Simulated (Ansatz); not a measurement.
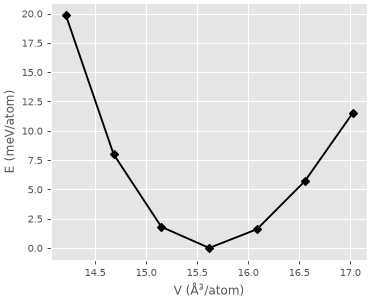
Figure: TiHS₂ in space group P3m1 (No. 156; S on 1c, Ti on 1a, S on 1b, H on 1b) under volume change, plane-wave PAW r²SCAN+D4 (Ansatz code), shape and atoms relaxed at each volume.

Task: What does a third-order Birch–Murnaghan fit give for V₀, B₀ and B′?

Result: V₀ = 15.62 Å³/atom, B₀ = 37.8 GPa, B′ = 8.3.

The cell is a constructed one: a structure type filled with these elements; neither database checked (COD, Materials Project) lists it. Whether it is the stable phase at ambient conditions was not checked. The r²SCAN+D4 relaxation kept the symmetry of its start; its stability against distortions is not shown here. The run is not spin-polarised.

Potentials: the later of the program's two PAW sets.
